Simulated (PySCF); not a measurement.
```xyz
2

Ga    0.0000    0.0000   -0.2839
B     0.0000    0.0000    1.7771
```

Computed with PySCF, PBE0/def2-SVPD, non-relativistic Hamiltonian with scalar-relativistic core potentials where named, at a bond length of 2.061 Å.

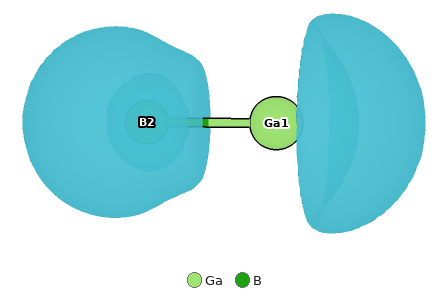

GaB (charge −1, quartet). Isosurface of the ELF at 0.75 (cyan), seen from one side. Only the valence region is drawn (cores and ρ < 0.01 e/Å³ removed).

### Identify the bonds, lone pairs and shells in this picture.

The surface consists of one lobe on B, pointing away from the bonds (non-bonding electrons) and one lobe on Ga, pointing away from the bonds (non-bonding electrons). Along the contacts the grid gives the following. Ga–B (2.06 Å): the ELF peaks at about 0.85 in the valence shell of B, 0.8 Å from its nucleus, and is about 0.55 at the midpoint.
